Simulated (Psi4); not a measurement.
# Run report: SiH₂S, geometry relaxation (part 2 of 4)

SiH₂S, SMILES [SiH]S; r2SCAN-3c/def2-mTZVPP, RKS (Psi4 1.11). The geometry comes from this level: PBE0-D4/def2-TZVP.

Geometry of the input (Å):
```
Si -0.2628  -1.0744  0.1611
S  0.1905  0.9588  -0.2066
H  1.0175  -1.1908  0.9814
H  -0.8897  1.2460  -0.9562
```

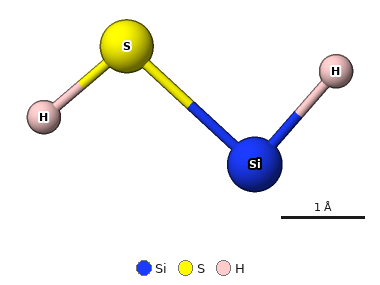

Fig. 1: The structure as given in the input (ball-and-stick view, seen at a tilt).

Log, continued
```
	        --- Internal Coordinate Step in ANG or DEG, aJ/ANG or AJ/DEG ---
	-------------------------------------------------------------------------------
	           Coordinate      Previous         Force          Change          New
	           ----------      --------        ------          ------        ------
	               R(1,2)       2.11532        0.05297        0.01408       2.12940
	               R(1,3)       1.52499        0.00211        0.00086       1.52585
	               R(2,4)       1.34581        0.00721        0.00178       1.34760
	             B(1,2,4)      97.46595        0.00012        0.54263      98.00858
	             B(2,1,3)      89.25273        0.00017        0.78834      90.04108
	           D(3,1,2,4)    -179.91323       -0.00001       -0.59136    -180.50460
	-------------------------------------------------------------------------------

	                                 ==> Convergence Check <==

	Measures of convergence in internal coordinates in au.

	Criteria marked as inactive (o), active & met (*), and active & unmet ( ).

	----------------------------------------------------------------------------------------------~
	   Step    Total Energy     Delta E     Max Force     RMS Force      Max Disp      RMS Disp   ~
	----------------------------------------------------------------------------------------------~
	  Convergence Criteria     1.00e-06 *    3.00e-04 *             o    1.20e-03 *             o~
	----------------------------------------------------------------------------------------------~
	     1    -688.81623593   -6.89e+02      6.43e-03      2.87e-03 o    2.66e-02      1.36e-02 o  ~
	----------------------------------------------------------------------------------------------

Next Geometry in Ang
	Fragment 1 (Ang)

	   Si  -0.2403656049  -1.0899945200   0.2023740512
	    S   0.2018971532   0.9584184243  -0.1754589017
	    H   1.0419174153  -1.2172533073   1.0195522980
	    H  -0.8748197367   1.2463380532  -0.9329524466

    Structure for next step:
    Molecular point group: c1
    Full point group: C1

    Geometry (in Angstrom), charge = 0, multiplicity = 1:

    SI          -0.238732165528    -1.092854825139     0.200126044107
    S            0.203530592545     0.955558119104    -0.177706908790
    H            1.043550854633    -1.220113612453     1.017304290910
    H           -0.873186297358     1.243477748033    -0.935200453696

gradient() will perform analytic gradient computation.

  ==> Geometry <==

    Molecular point group: c1
    Full point group: C1

    Geometry (in Angstrom), charge = 0, multiplicity = 1:

       Center              X                  Y                   Z               Mass
    ------------   -----------------  -----------------  -----------------  -----------------
         SI          -0.238732165528    -1.092854825139     0.200126044107    27.976926534650
         S            0.203530592545     0.955558119104    -0.177706908790    31.972071174400
         H            1.043550854633    -1.220113612453     1.017304290910     1.007825032230
         H           -0.873186297358     1.243477748033    -0.935200453696     1.007825032230

  Running in c1 symmetry.

  Rotational constants: A =      4.24327  B =      0.23900  C =      0.22626 [cm^-1]
  Rotational constants: A = 127209.93850  B =   7165.18680  C =   6783.13667 [MHz]
  Nuclear repulsion =   72.949740721998026

  Charge       = 0
  Multiplicity = 1
  Electrons    = 32
  Nalpha       = 16
  Nbeta        = 16

  ==> Algorithm <==

  SCF Algorithm Type is DF.
  DIIS enabled.
  MOM disabled.
  Fractional occupation disabled.
  Guess Type is READ.
  Energy threshold   = 1.00e-08
  Density threshold  = 1.00e-08
  Integral threshold = 1.00e-12

   => Molecular Quadrature <=

    Radial Scheme          =       TREUTLER
    Pruning Scheme         =           NONE
    Nuclear Scheme         =       TREUTLER

    Blocking Scheme        =         OCTREE
    BS radius alpha        =              1
    Pruning alpha          =              1
    Radial Points          =             75
    Spherical Points       =            302
    Total Points           =          86635
    Total Blocks           =            693
    Max Points             =            256
    Max Functions          =             63
    Weights Tolerance      =       1.00E-15

   => Loading Basis Set <=

    Name: DEF2-MTZVPP
    Role: ORBITAL
    Keyword: BASIS

  Reading orbitals from file s0/run.default.3585416.180.npy, no projection.

  ==> Integral Setup <==

  DFHelper Memory: AOs need 0.010 GiB; user supplied 0.777 GiB.
  SCF_SUBTYPE=INCORE selected. In-core MEM_DF algorithm will be used.
  Using in-core AOs.

  ==> MemDFJK: Density-Fitted J/K Matrices <==

    J tasked:                   Yes
    K tasked:                    No
    wK tasked:                   No
    Memory [MiB]:               795
    Algorithm:                 Core
    Schwarz Cutoff:           1E-12
    Mask sparsity (%):       0.3418
    Fitting Condition:        1E-10

   => Auxiliary Basis Set <=

  Basis Set: (DEF2-MTZVPP AUX)
    Blend: DEF2-UNIVERSAL-JKFIT
    Number of shells: 88
    Number of basis functions: 292
    Number of Cartesian functions: 350
    Spherical Harmonics?: true
    Max angular momentum: 4

  Cached 100.0% of DFT collocation blocks in 0.341 [GiB].

  Minimum eigenvalue in the overlap matrix is 8.7463436705E-03.
  Reciprocal condition number of the overlap matrix is 2.1405313551E-03.
    Using symmetric orthogonalization.

  ==> Pre-Iterations <==

  SCF Guess: Orbitals guess was supplied from a previous computation.

   -------------------------------------------------------
    Irrep   Nso     Nmo     Nalpha   Nbeta   Ndocc  Nsocc
   -------------------------------------------------------
     A         64      64      16      16      16       0
   -------------------------------------------------------
    Total      64      64      16      16      16       0
   -------------------------------------------------------

  ==> Iterations <==

                           Total Energy        Delta E     RMS |[F,P]|

   @DF-RKS iter   0:  -688.81287662066495   -6.88813e+02   4.39734e-04
   @DF-RKS iter   1:  -688.81632190995060   -3.44529e-03   6.94675e-05 DIIS
   @DF-RKS iter   2:  -688.81628593661014    3.59733e-05   1.29511e-04 ADIIS/DIIS
   @DF-RKS iter   3:  -688.81633843964744   -5.25030e-05   1.68312e-05 DIIS
   @DF-RKS iter   4:  -688.81633926659526   -8.26948e-07   4.16786e-06 DIIS
   @DF-RKS iter   5:  -688.81633932662066   -6.00254e-08   4.28045e-07 DIIS
   @DF-RKS iter   6:  -688.81633932722275   -6.02085e-10   2.06298e-07 DIIS
   @DF-RKS iter   7:  -688.81633932737805   -1.55296e-10   4.13884e-08 DIIS
   @DF-RKS iter   8:  -688.81633932738430   -6.25278e-12   2.56619e-09 DIIS
  Energy and wave function converged.

  ==> Post-Iterations <==

   Electrons on quadrature grid:
      Ntotal   =   32.0000009303 ; deviation = 9.303e-07

    Final Occupation by Irrep:
              A
    DOCC [    16 ]
    NA   [    16 ]
    NB   [    16 ]

  @DF-RKS Final Energy:  -688.81633932738430

   => Energetics <=

    Nuclear Repulsion Energy =             72.9497407219980261
    One-Electron Energy =               -1097.3626837469391830
    Two-Electron Energy =                 382.8042553978204978
    DFT Exchange-Correlation Energy =     -47.2107310142639776
    Empirical Dispersion Energy =           0.0030793140002966
    VV10 Nonlocal Energy =                  0.0000000000000000
    Total Energy =                       -688.8163393273842985

Computation Completed

Properties will be evaluated at   0.000000,   0.000000,   0.000000 [a0]

Properties computed using the SCF density matrix

 Multipole Moments:

 ------------------------------------------------------------------------------------
     Multipole            Electronic (a.u.)      Nuclear  (a.u.)        Total (a.u.)
 ------------------------------------------------------------------------------------

 L = 1.  Multiply by 2.5417464519 to convert [e a0] to [Debye]
 Dipole X            :         -0.3175258            0.1598779           -0.1576480
 Dipole Y            :          0.0471511            0.0232937            0.0704448
 Dipole Z            :         -0.1962335            0.0766433           -0.1195902
 Magnitude           :                                                    0.2100409

 ------------------------------------------------------------------------------------

	total time  =          2 seconds =       0.03 minutes

         ------------------------------------------------------------
                                   SCF GRAD
         ------------------------------------------------------------

  ==> Geometry <==

    Molecular point group: c1
    Full point group: C1

    Geometry (in Angstrom), charge = 0, multiplicity = 1:

       Center              X                  Y                   Z               Mass
    ------------   -----------------  -----------------  -----------------  -----------------
         SI          -0.238732165528    -1.092854825139     0.200126044107    27.976926534650
         S            0.203530592545     0.955558119104    -0.177706908790    31.972071174400
         H            1.043550854633    -1.220113612453     1.017304290910     1.007825032230
         H           -0.873186297358     1.243477748033    -0.935200453696     1.007825032230

  Nuclear repulsion =   72.949740721998026

   => Molecular Quadrature <=

    Radial Scheme          =       TREUTLER
    Pruning Scheme         =           NONE
    Nuclear Scheme         =       TREUTLER

    Blocking Scheme        =         OCTREE
    BS radius alpha        =              1
    Pruning alpha          =              1
    Radial Points          =             75
    Spherical Points       =            302
    Total Points           =          86635
    Total Blocks           =            693
    Max Points             =            256
    Max Functions          =             63
    Weights Tolerance      =       1.00E-15

  -Total Gradient:
     Atom            X                  Y                   Z
    ------   -----------------  -----------------  -----------------
       1        0.001064355468     0.002158603692     0.000157488478
       2       -0.000629531088    -0.001970155681     0.000496296964
       3        0.000270406206    -0.000599865169     0.000145925472
       4        0.000476946336     0.000616385665    -0.000139411079

	total time  =          1 seconds =       0.02 minutes

    			-----------------------------------------

    			 OPTKING 3.0: for geometry optimizations

    			        with contributions from

    			-----------------------------------------

	                            ===> Fragment 1 <==

	 Z (Atomic Numbers)          Masses                          Geom
	      14.000000            27.976927         -0.45113841 -2.06519631  0.37818341
	      16.000000            31.972071          0.38461708  1.80574314 -0.33581739
	       1.000000             1.007825          1.97202531 -2.30568057  1.92242650
	       1.000000             1.007825         -1.65008296  2.34983239 -1.76727273

	 - Coordinate -           - BOHR/RAD -       - ANG/DEG -
	 R(1,2)           =         4.023985           2.129401
	 R(1,3)           =         2.883443           1.525852
	 R(2,4)           =         2.546586           1.347595
	 B(1,2,4)         =         1.710572          98.008577
	 B(2,1,3)         =         1.571513          90.041077
	 D(3,1,2,4)       =        -3.150400        -180.504597

	        --- Internal Coordinate Step in ANG or DEG, aJ/ANG or AJ/DEG ---
	-------------------------------------------------------------------------------
	           Coordinate      Previous         Force          Change          New
	           ----------      --------        ------          ------        ------
	               R(1,2)       2.12940        0.01383        0.00817       2.13757
	               R(1,3)       1.52585       -0.00095       -0.00013       1.52572
	               R(2,4)       1.34760       -0.00189        0.00007       1.34767
	             B(1,2,4)      98.00858       -0.00010       -0.29523      97.71335
	             B(2,1,3)      90.04108       -0.00011       -0.29299      89.74808
	           D(3,1,2,4)    -180.50460        0.00004        3.33352    -177.17107
	-------------------------------------------------------------------------------

	                                 ==> Convergence Check <==

	Measures of convergence in internal coordinates in au.

	Criteria marked as inactive (o), active & met (*), and active & unmet ( ).

	----------------------------------------------------------------------------------------------
	   Step    Total Energy     Delta E     Max Force     RMS Force      Max Disp      RMS Disp
	----------------------------------------------------------------------------------------------
	  Convergence Criteria     1.00e-06 *    3.00e-04 *             o    1.20e-03 *             o
	----------------------------------------------------------------------------------------------
	     2    -688.81633933   -1.03e-04      1.68e-03      1.07e-03 o    5.82e-02      2.48e-02 o  ~
	----------------------------------------------------------------------------------------------

Next Geometry in Ang
	Fragment 1 (Ang)

	   Si  -0.2317813478  -1.1013985469   0.1862742909
	    S   0.2173274384   0.9529790192  -0.1972002042
	    H   1.0332317768  -1.2131172247   1.0319026462
	    H  -0.8836148832   1.2476041820  -0.9164537604

    Structure for next step:
    Molecular point group: c1
    Full point group: C1

    Geometry (in Angstrom), charge = 0, multiplicity = 1:

    SI          -0.241700975555    -1.096391233911     0.202044001053
    S            0.207407810650     0.957986332125    -0.181430494037
    H            1.023312149052    -1.208109911744     1.047672356366
    H           -0.893534511028     1.252611494975    -0.900684050273

gradient() will perform analytic gradient computation.

  ==> Geometry <==

    Molecular point group: c1
    Full point group: C1

    Geometry (in Angstrom), charge = 0, multiplicity = 1:

       Center              X                  Y                   Z               Mass
    ------------   -----------------  -----------------  -----------------  -----------------
         SI          -0.241700975555    -1.096391233911     0.202044001053    27.976926534650
         S            0.207407810650     0.957986332125    -0.181430494037    31.972071174400
         H            1.023312149052    -1.208109911744     1.047672356366     1.007825032230
         H           -0.893534511028     1.252611494975    -0.900684050273     1.007825032230

  Running in c1 symmetry.

  Rotational constants: A =      4.23855  B =      0.23730  C =      0.22474 [cm^-1]
  Rotational constants: A = 127068.61520  B =   7114.22480  C =   6737.46753 [MHz]
  Nuclear repulsion =   72.735214691840525

  Charge       = 0
  Multiplicity = 1
  Electrons    = 32
  Nalpha       = 16
  Nbeta        = 16

   => Molecular Quadrature <=
```
